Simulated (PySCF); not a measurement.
# CH₅GaO: geometry, electronic excitations

Aim: predict the electronic excitations of CH₅GaO (`C[O][GaH2]`).

Programs: PySCF 2.14.0, with density-fitted response routines of our own. Each step states its level of theory. These are calculated values for one molecule in the gas phase, unless marked as measured. Atoms count from 0, in the outputs and in this text.

## (1) The starting structure

8 atoms, charge 0, multiplicity 1; geometry from: GFN2-xTB. The atoms were then displaced at random by about 0.01 Å, so the start is not that level's minimum.

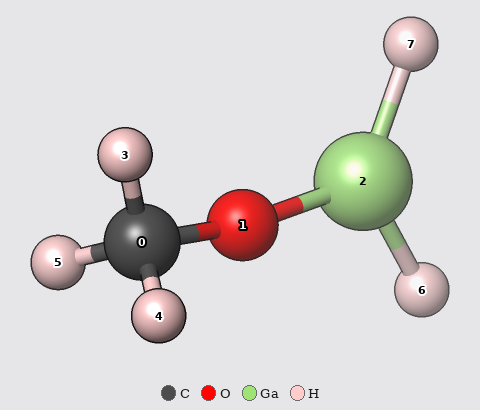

As it starts; carbon dark grey, oxygen red, gallium green, hydrogen pink, atoms numbered.

## (2) Optimising the geometry at PBE0-D3(BJ)/def2-SVP

Job settings and geometry (Å):

```
{"job": {"xc": "PBE0", "basis": "def2-SVP", "d3": "d3bj", "grid": 1, "shake": 0.01, "kind": "geom"}, "charge": 0, "multiplicity": 1}
C     -1.326930    -0.214650    -0.181440
O      0.048080    -0.122430    -0.004780
Ga     1.672950     0.247040     0.217000
H     -1.770200     0.798960    -0.080140
H     -1.780570    -0.870560     0.547290
H     -1.568630    -0.570090    -1.186500
H      2.585980    -1.010600     0.304060
H      2.194450     1.723200     0.332040
```

On the command line:

```sh
> OMP_NUM_THREADS=1 python probes_run.py task.json out
```

This one command runs all jobs of the session in turn.

What it wrote:

```text
step   0  E = -2040.45347851  max force = 0.050321
step   1  E = -2040.45950100  max force = 0.028013
step   2  E = -2040.46145840  max force = 0.008858
step   3  E = -2040.46383919  max force = 0.021457
step   4  E = -2040.46562422  max force = 0.027804
step   5  E = -2040.46694985  max force = 0.012378
step   6  E = -2040.46737983  max force = 0.002804
step   7  E = -2040.46745541  max force = 0.000853
step   8  E = -2040.46746155  max force = 0.000298
optimisation converged
```

It took 21 s on 1 thread of Arm Neoverse V1, shared host; peak memory 0.36 GiB.

Relaxation path:

```tsv
step	energy from step 0 (eV)	largest force component (eV/Å)
0	0.0000	2.5876
1	-0.1639	1.4405
2	-0.2171	0.4555
3	-0.2819	1.1034
4	-0.3305	1.4297
5	-0.3666	0.6365
6	-0.3783	0.1442
7	-0.3803	0.0439
8	-0.3805	0.0153
```

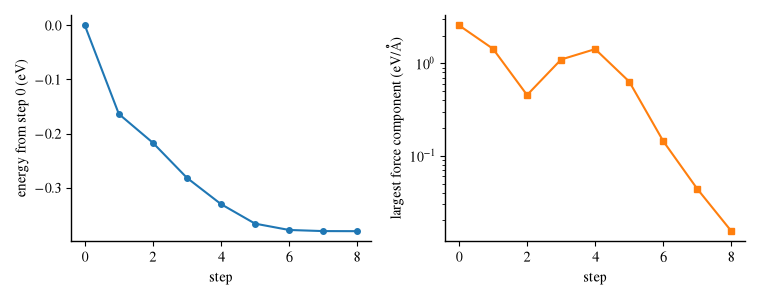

Energy and force, step by step.

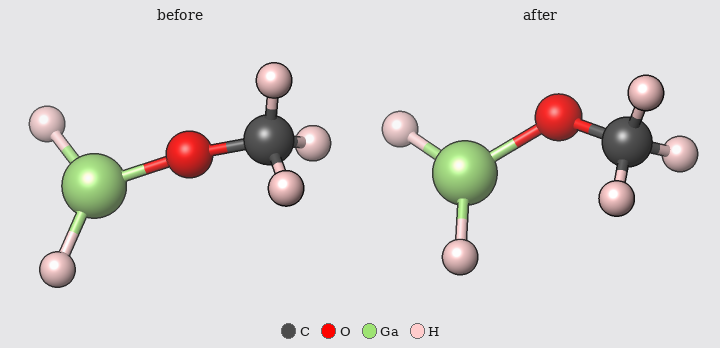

The geometry before (left) and after (right).

Distances of close pairs at the start and the end, largest changes first:

```tsv
bond	before (Å)	after (Å)	change (Å)
O1–Ga2	1.681	1.783	+0.102
C0–H4	1.080	1.105	+0.025
C0–H5	1.093	1.106	+0.012
C0–O1	1.389	1.394	+0.005
Ga2–H7	1.570	1.567	-0.003
C0–H3	1.111	1.108	-0.003
Ga2–H6	1.557	1.557	+0.000
```

The final coordinates are the input of the step that follows.

```tsv
at the end point	value
point group (found at 0.08 Å tolerance)	C1
rotational constants (GHz, main isotopes)	39.455, 3.949, 3.673
dipole moment (D)	1.12
```

## (3) Ultraviolet spectrum: PBE0/aug-cc-pVTZ

Job settings and geometry (Å):

```
{"job": {"kind": "uv", "xc": "PBE0", "basis": "aug-cc-pVTZ"}, "charge": 0, "multiplicity": 1}
C     -1.207044    -0.138977    -0.166888
O      0.034367    -0.758703    -0.030324
Ga     1.597688     0.067770     0.197820
H     -1.176099     0.956807    -0.003618
H     -1.926749    -0.561959     0.556811
H     -1.621517    -0.310768    -1.177265
H      2.806875    -0.906378     0.310613
H      1.546855     1.632751     0.260463
```

Method: TDDFT PBE0/aug-cc-pVTZ, vertical, gas phase, core orbitals frozen in the response.

What it wrote:

```text
coarse grid: 30136 points
cycle   1  E = -2040.7547171375  dE = -3.516e-01  |g| = 8.663e-01  |ddm| = 8.584e+00
cycle   2  E = -2040.0916870280  dE =  6.630e-01  |g| = 1.951e+00  |ddm| = 8.265e+00
cycle   3  E = -2040.8721355155  dE = -7.804e-01  |g| = 2.300e-01  |ddm| = 6.048e+00
cycle   4  E = -2040.8807815359  dE = -8.646e-03  |g| = 8.291e-02  |ddm| = 1.248e+00
cycle   5  E = -2040.8815671519  dE = -7.856e-04  |g| = 1.131e-02  |ddm| = 4.442e-01
cycle   6  E = -2040.8815933229  dE = -2.617e-05  |g| = 3.956e-03  |ddm| = 6.051e-02
cycle   7  E = -2040.8815962875  dE = -2.965e-06  |g| = 1.012e-03  |ddm| = 7.875e-03
final grid: 62568 points
cycle   8  E = -2040.8815380791  dE =  1.143e-09  |g| = 1.155e-03  |ddm| = 1.209e-02
cycle   9  E = -2040.8815379060  dE =  1.732e-07  |g| = 1.444e-03  |ddm| = 5.053e-03
cycle  10  E = -2040.8815383832  dE = -4.772e-07  |g| = 2.664e-04  |ddm| = 2.901e-03
cycle  11  E = -2040.8815383953  dE = -1.214e-08  |g| = 1.239e-05  |ddm| = 4.894e-04
cycle  12  E = -2040.8815383954  dE = -2.819e-11  |g| = 4.866e-06  |ddm| = 6.739e-05
converged SCF energy = -2040.8815383954

Static polarisability (au): isotropic 48.793, principal 38.743 47.801 59.836

Singlet excitations
state   eV       nm        f      main configurations
  1   5.2623    235.6   0.00210   H-1->L 0.99
  2   5.5594    223.0   0.06517   H->L 0.96
  3   6.1360    202.1   0.00099   H-2->L 0.99
  4   6.6429    186.6   0.00470   H->L+2 0.57, H->L+1 0.34
  5   6.9154    179.3   0.02757   H-1->L+1 0.51, H-1->L+2 0.42
  6   6.9652    178.0   0.01277   H->L+1 0.59, H->L+2 0.22, H->L+3 0.13
  7   7.2154    171.8   0.11067   H-1->L+1 0.44, H-1->L+2 0.40, H-1->L+3 0.11
  8   7.4978    165.4   0.01868   H->L+3 0.78, H->L+2 0.15
  9   7.5620    164.0   0.00281   H->L+4 0.58, H->L+5 0.38
 10   7.6372    162.3   0.00214   H-1->L+3 0.80, H-1->L+2 0.10

Triplet excitations (Tamm-Dancoff, eV): 4.7767 5.0113 5.6745 6.3110
```

It took 30 s on 1 thread of Arm Neoverse V1, shared host; peak memory 0.88 GiB.

Frontier orbitals and where they lie:

```tsv
orbital	eV	atoms
HOMO−3	-11.03	Ga2 30 %, H7 20 %, O1 19 %
HOMO−2	-8.92	Ga2 35 %, H6 30 %, H7 18 %
HOMO−1	-8.02	O1 51 %, C0 17 %, Ga2 10 %
HOMO	-7.86	O1 56 %, C0 22 %, Ga2 8 %
LUMO	-1.31	Ga2 64 %, H7 11 %, H6 11 %
LUMO+1	0.01	Ga2 43 %, H5 14 %, H4 14 %
LUMO+2	0.16	Ga2 64 %, H7 10 %, H6 9 %
```

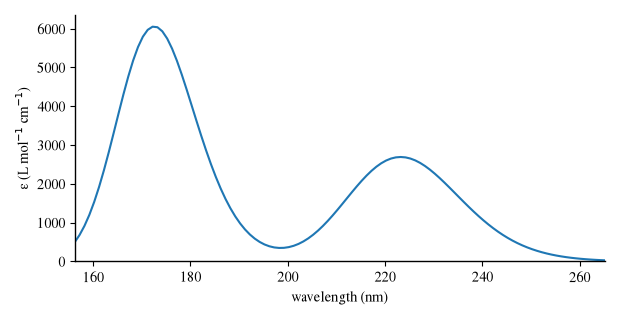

Absorption spectrum: each of the 10 states is a Gaussian band of 0.4 eV half-width at 1/e. Beyond the last state computed it falls off for lack of states.

Ground-state properties from the same run:

```tsv
property	computed
dipole moment (D)	1.09
polarisability (Å³)	7.23
HOMO–LUMO gap (eV)	6.54
−ε(HOMO) (eV)	7.86
```

## (4) Ultraviolet spectrum: PBE0/def2-TZVPD

Same as in step 3 but for these lines:

```diff
@@ -1,2 +1,2 @@
-{"job": {"kind": "uv", "xc": "PBE0", "basis": "aug-cc-pVTZ"}, "charge": 0, "multiplicity": 1}
+{"job": {"kind": "uv", "xc": "PBE0", "basis": "def2-TZVPD"}, "charge": 0, "multiplicity": 1}
 C     -1.207044    -0.138977    -0.166888
```

Method: TDDFT PBE0/def2-TZVPD, vertical, gas phase, core orbitals frozen in the response.

What it wrote:

```text
coarse grid: 30136 points
cycle   1  E = -2040.7060660987  dE = -3.466e-01  |g| = 1.012e+00  |ddm| = 2.246e+00
cycle   2  E = -2039.9918221848  dE =  7.142e-01  |g| = 2.141e+00  |ddm| = 2.341e+00
cycle   3  E = -2040.8297451281  dE = -8.379e-01  |g| = 3.330e-01  |ddm| = 1.763e+00
cycle   4  E = -2040.8469200985  dE = -1.717e-02  |g| = 9.363e-02  |ddm| = 3.591e-01
cycle   5  E = -2040.8477622030  dE = -8.421e-04  |g| = 1.512e-02  |ddm| = 7.768e-02
cycle   6  E = -2040.8478080499  dE = -4.585e-05  |g| = 5.971e-03  |ddm| = 1.895e-02
cycle   7  E = -2040.8478152791  dE = -7.229e-06  |g| = 1.080e-03  |ddm| = 4.013e-03
final grid: 62568 points
cycle   8  E = -2040.8477886279  dE =  5.838e-08  |g| = 1.357e-03  |ddm| = 5.066e-03
cycle   9  E = -2040.8477882107  dE =  4.173e-07  |g| = 1.984e-03  |ddm| = 3.026e-03
cycle  10  E = -2040.8477889960  dE = -7.853e-07  |g| = 3.605e-04  |ddm| = 1.847e-03
cycle  11  E = -2040.8477890183  dE = -2.229e-08  |g| = 1.946e-05  |ddm| = 2.132e-04
cycle  12  E = -2040.8477890183  dE = -4.775e-11  |g| = 6.975e-06  |ddm| = 2.421e-05
converged SCF energy = -2040.8477890183

Static polarisability (au): isotropic 48.561, principal 38.556 47.552 59.574

Singlet excitations
state   eV       nm        f      main configurations
  1   5.2883    234.5   0.00202   H-1->L 0.99
  2   5.6019    221.3   0.06666   H->L 0.96
  3   6.1622    201.2   0.00097   H-2->L 0.99
  4   6.7342    184.1   0.00884   H->L+1 0.97
  5   7.0371    176.2   0.04599   H-1->L+1 0.94
  6   7.1976    172.3   0.00636   H->L+2 0.90
  7   7.4722    165.9   0.11617   H-1->L+2 0.92
  8   7.7244    160.5   0.00184   H->L+3 0.87
  9   7.8461    158.0   0.00137   H-1->L+3 0.78, H-2->L+1 0.15
 10   7.8868    157.2   0.03578   H->L+4 0.89

Triplet excitations (Tamm-Dancoff, eV): 4.7956 5.0350 5.7002 6.3623
```

Run time: 15 s. Hardware: 1 thread of Arm Neoverse V1, shared host; peak memory 0.81 GiB.

This run: HOMO -7.86 eV, LUMO -1.26 eV; lowest singlet 5.29 eV.

## (5) Comparing the runs: electronic excitations

Excitations and ground-state properties, with basis size and wall time:

```tsv
run	lowest singlet (eV)	brightest (eV)	f	gap (eV)	α (Å³)	μ (D)	functions	time
PBE0/aug-cc-pVTZ	5.26	7.22	0.111	6.54	7.23	1.09	266	30 s
PBE0/def2-TZVPD	5.29	7.47	0.116	6.59	7.20	1.09	176	15 s
```

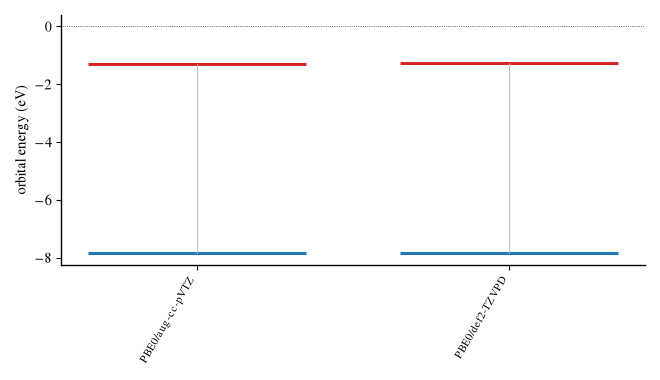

HOMO (blue) and LUMO (red) run by run.

## (6) What came out

| quantity | value |
| --- | --- |
| point group | C1 |
| rotational constants (main isotopes) | 39.46, 3.95, 3.67 GHz |
| lowest singlet (PBE0/aug-cc-pVTZ) | 5.26 eV (236 nm), f = 0.002 |
| brightest single state of those computed | state 7, 7.22 eV, f = 0.111 |
| lowest triplet | 4.78 eV |
| range of the lowest singlet | 5.26 to 5.29 eV |

In words: Relaxing lowered the energy by 0.380 eV in 8 steps; the close pair that moved most is O1–Ga2, from 1.681 to 1.783 Å. The lowest singlet, at 5.26 eV, is HOMO−1→LUMO 0.99 and is weak; of the 10 states computed, the strongest absorption comes from state 7 at 7.22 eV. The lowest triplet lies 0.49 eV below the lowest singlet (triplets in Tamm-Dancoff, singlets in full TDDFT). The lowest singlet runs from 5.26 eV (PBE0/aug-cc-pVTZ) to 5.29 eV (PBE0/def2-TZVPD), while the orbital gap spans 6.54 to 6.59 eV. The lowest state need not be the same one in every run.
